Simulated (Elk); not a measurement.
Band structure of K3Cd (Fm-3m, 4 atoms in the cell).

```yaml
crystal:
  lattice:
    - [0.00000, 4.61034, 4.61034]
    - [4.61034, 0.00000, 4.61034]
    - [4.61034, 4.61034, 0.00000]
  atoms:
    - { symbol: K, position: [0.25000, 0.25000, 0.25000] }
    - { symbol: K, position: [0.75000, 0.75000, 0.75000] }
    - { symbol: K, position: [0.50000, 0.50000, 0.50000] }
    - { symbol: Cd, position: [0.00000, 0.00000, 0.00000] }
```

Computed with Elk 10.2.4 with LDA (PW92), all-electron FP-LAPW, Elk's shipped species files, LAPW+lo basis.

Settings: rgkmax = 8; stype = 0; swidth = 0.00183747 Ha; ngridk = 4 4 4; gmaxvr = 14 1/bohr; nxoapwlo = 1; maxscl = 100.

The starting cell comes from a database of computed structures (which also holds hypothetical and non-ambient phases and stackings), without a prior relaxation at this level. Values depend on the basis (sphere radii, cutoffs, local orbitals), which need not be converged.

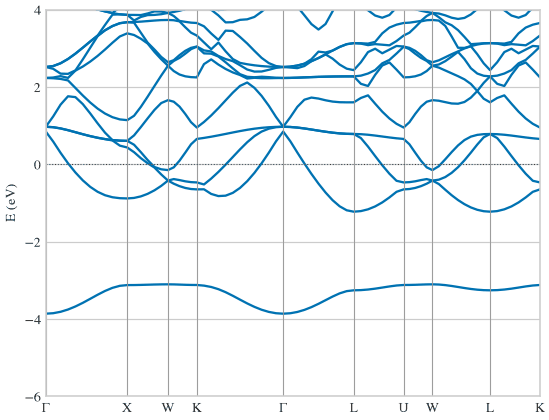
Figure. Bands along the path, energies from the Fermi level.

Levels in eV from the Fermi level, bands 19 to 26:
```
point     19     20     21     22     23     24    25    26
-----  -----  -----  -----  -----  -----  -----  ----  ----
Γ      -8.42  -8.42  -3.86   0.84   0.97   0.97  0.97  2.23
X      -8.42  -8.42  -3.12  -0.88   0.43   0.60  0.60  1.14
W      -8.42  -8.42  -3.10  -0.42  -0.42  -0.15  1.66  2.55
K      -8.42  -8.42  -3.12  -0.65  -0.47   0.65  0.95  2.25
L      -8.42  -8.42  -3.26  -1.23   0.78   0.78  1.60  2.27
U      -8.42  -8.42  -3.12  -0.65  -0.47   0.65  0.95  2.25
```

Bands cross the Fermi level along this path, so the cell is metallic at this level.
